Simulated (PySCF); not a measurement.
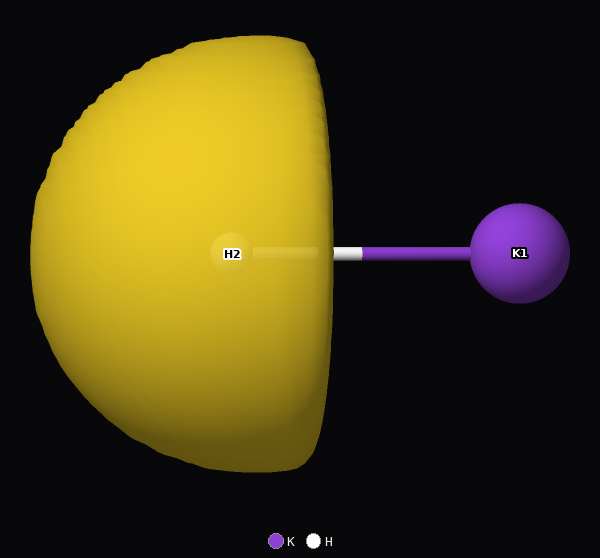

Figure 1: KH. Isosurface of the ELF at 0.85 (yellow), seen from one side. Only the valence region is drawn (cores and ρ < 0.01 e/Å³ removed).

All numbers below come from PySCF 2.14.0, PBE0/6-311G(d,p), non-relativistic, at a bond length of 2.240 Å.

```xyz
2

K     0.0000    0.0000   -0.0565
H     0.0000    0.0000    2.1835
```

**What do the ELF domains correspond to?**

The ELF exceeds this value in one region around a hydrogen nucleus.

Values along the shortest contacts:
K–H (2.24 Å): the ELF climbs to about 1 towards the hydrogen.
